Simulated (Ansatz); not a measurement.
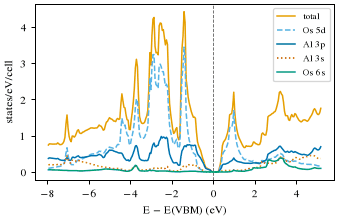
Figure: Total and projected density of states of Al₂Os (MoSi2 or CaC2 type, I4/mmm), plane-wave PAW LDA (Ansatz code)

Which orbitals carry the states next to the gap?

Top 1 eV of the valence band: Al 3p 58 %, Os 5d 23 %, Al 3s 14 %. Bottom 1 eV of the conduction band: Os 5d 72 %, Al 3p 22 %. Projections are on Löwdin-orthogonalised atomic valence shells; empty p or d shells of many metals are not among them.

Where is the tallest occupied peak in this window, and what makes it?

Near -1.4 eV, about 4.4 states/eV per cell; the largest projected share is Os 5d.

The first step of the workflow began from a Materials Project structure, measured or hypothetical; the Crystallography Open Database copy checked does not list it. Its standing as an ambient phase is unchecked. The LDA relaxation kept the symmetry of its start; whether a distortion lowers the energy is not shown. No spin polarisation was allowed. Scalar-relativistic: spin–orbit coupling is off unless named, which matters more the heavier the elements.

Potentials: the later of the program's two PAW sets.
